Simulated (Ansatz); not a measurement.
Run report: TiCl₂O, single-point calculation

TiCl₂O, multiplicity 2, set up with UKS PBE0/pcseg-2 (Ansatz 0.2.0).

The geometry comes from this level: PBE-D4/def2-SVP.

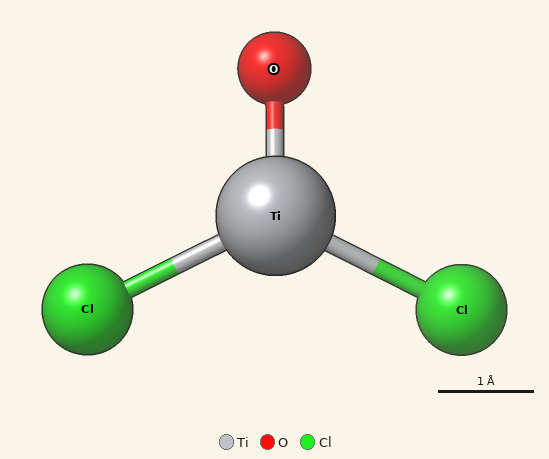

Fig. 1: The input geometry (ball-and-stick view, seen on its broad side). Sticks mark near contacts.

Input file
```yaml
crystal:
  periodic: [false, false, false]
  atoms:
    - {symbol: Ti, position_ang: [0.072248, -0.001813, 0.252402]}
    - {symbol: O, position_ang: [1.659518, -0.022942, 0.093636]}
    - {symbol: Cl, position_ang: [-0.838993, 1.982548, -0.166599]}
    - {symbol: Cl, position_ang: [-0.892783, -1.957782, -0.179449]}
basis:
  gaussian: {orbitals: pcseg-2}
magnetization: {spin_polarized: true, initial_magnetization: 1}
hamiltonian: {xc: {name: PBE0}, pseudopotentials: {relativity: scalar}}
output: {forces: true}
```

Hardware: 4 threads of Arm Neoverse V2, 23 GiB of memory available, shared host.

Launch command:
```bash
ansatz run in.yaml --threads 4 --pin off --events-out ev --progress --plain --max-ram 3916MiB
```

What the program printed
```
Error: a molecule whose nuclei and cores have a total charge of 64 cannot have a net charge of 0 together with 1 unpaired electrons
```

What the run reported

```tsv
quantity	value
outcome	refused by the program
```

The input was spoiled on purpose: the charge and multiplicity don't fit the number of electrons. The program refused the input: “a molecule whose nuclei and cores have a total charge of 64 cannot have a net charge of 0 together with 1 unpaired electrons”
